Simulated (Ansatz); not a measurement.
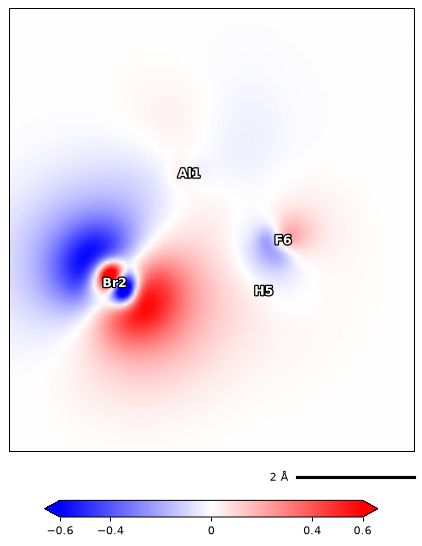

Figure. AlBrCl₂FH. The HOMO−1 on the plane of atoms Br2, Al1 and F6 (values in Å⁻³ᐟ²; the overall sign is arbitrary).

The calculation used RKS BHLYP-D4/def2-SVP in Ansatz.

Input

```
crystal:
  periodic: [false, false, false]
  atoms:
    - { symbol: Al, position_ang: [-0.357554, -0.569015, -0.763834] }
    - { symbol: Br, position_ang: [1.136292, 1.192579, -1.267326] }
    - { symbol: Cl, position_ang: [0.42082, -2.471156, -0.525218] }
    - { symbol: Cl, position_ang: [-2.389265, -0.20532, -0.900805] }
    - { symbol: H, position_ang: [0.874365, 1.319177, 1.526006] }
    - { symbol: F, position_ang: [0.315343, 0.733736, 1.931177] }
basis:
  gaussian: { orbitals: def2-SVP }
hamiltonian:
  xc: { name: BHLYP }
  dispersion: d4
relax:
  f_tol: 0.03
  max_steps: 50
output:
  orbitals: {}
```

Launched as:

```sh
ansatz run input.yaml --threads 2 --pin off --max-ram 3072MiB --backend cpu --events-out ev --progress --plain --runs-dir out
```

The fields are those of the run's last geometry, not of the input's.

What is the character of this orbital?

Answer. By Hirshfeld shares it lies mainly on Br2 (about 80 %), Cl3 (about 5 %) and Cl4 (about 5 %); largely a lone pair of Br2. Its energy is −10.15 eV.
